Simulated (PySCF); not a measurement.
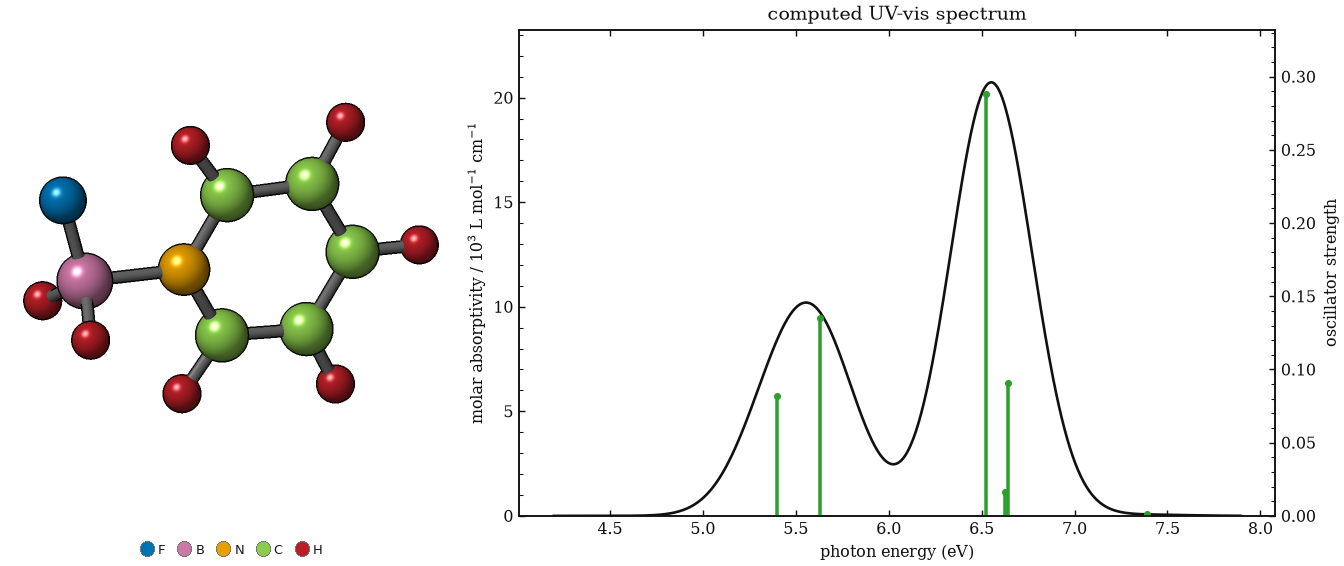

Computed absorption of C₅H₇BFN, SMILES F[BH2-][n+]1ccccc1. Vertical TDDFT excitations, ωB97X-D/def2-SVPD (IEF-PCM dimethylsulfoxide), PySCF 2.14.0, at a PBE0-D3(BJ)/def2-SVP geometry (no frequency check). Only the first 6 singlet excitations are included; each is broadened by a Gaussian of 1/e half-width 0.30 eV. Sticks give oscillator strengths (right axis).

Where is the maximum of the broadened curve, and how high is it?

Answer. At about 6.6 eV (189 nm), with ε near 21000 L mol⁻¹ cm⁻¹.

Does any vertical transition fall in the visible?

Answer. No singlet lies below 3.1 eV (beyond 400 nm), so at this level no vertical transition falls in the visible.

List the transitions behind the spectrum.

Answer.
| state | E (eV) | λ (nm) | f | main character |
| --- | --- | --- | --- | --- |
| S1 | 5.40 | 230 | 0.082 | HOMO−1 → LUMO (55 %) |
| S2 | 5.63 | 220 | 0.135 | HOMO → LUMO (70 %) |
| S3 | 6.52 | 190 | 0.288 | HOMO → LUMO+1 (68 %) |
| S4 | 6.62 | 187 | 0.016 | HOMO−2 → LUMO (78 %) |
| S5 | 6.64 | 187 | 0.091 | HOMO−1 → LUMO+1 (59 %) |
| S6 | 7.39 | 168 | 0.001 | HOMO−2 → LUMO+1 (81 %) |

Caveats: one conformer of a flexible molecule; core orbitals are frozen in the response.
